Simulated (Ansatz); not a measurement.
**Hypothetical NiAs type TlCl, response to strain**

Take TlCl in the NiAs type structure (space group P6_3/mmc, No. 194; a = 4.3469 Å, c = 7.7256 Å; a hypothetical phase, not in the database extracts checked) as the base. Axes: x lies along a and z along c of the hexagonal cell.

Strains are applied to the cell and any free atomic positions relax; under biaxial strain the out-of-plane vector relaxes too.

The values are results of DFT with PBEsol, PAW potentials and a 420 eV plane-wave cutoff in Ansatz (an electronic-structure program), scalar-relativistic without spin-orbit coupling, not measurements.

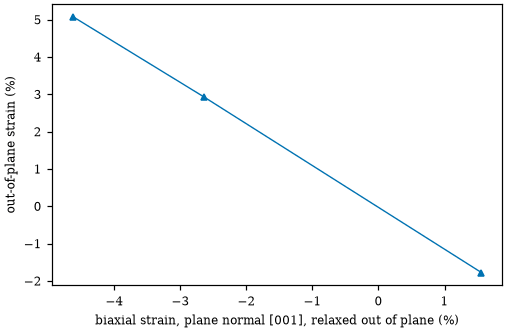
Figure. Out-of-plane strain against biaxial strain, plane normal [001], relaxed out of plane

Problem. From the plot, what is the out-of-plane strain for biaxial strain −2.65 %, plane normal [001], relaxed out of plane?

Solution. About 2.9 %.

Problem. Is the trend monotonic over the range shown?

Solution. Yes, it falls throughout, spanning -1.78 % to +5.08 %.

Stability against distortions was not tested.
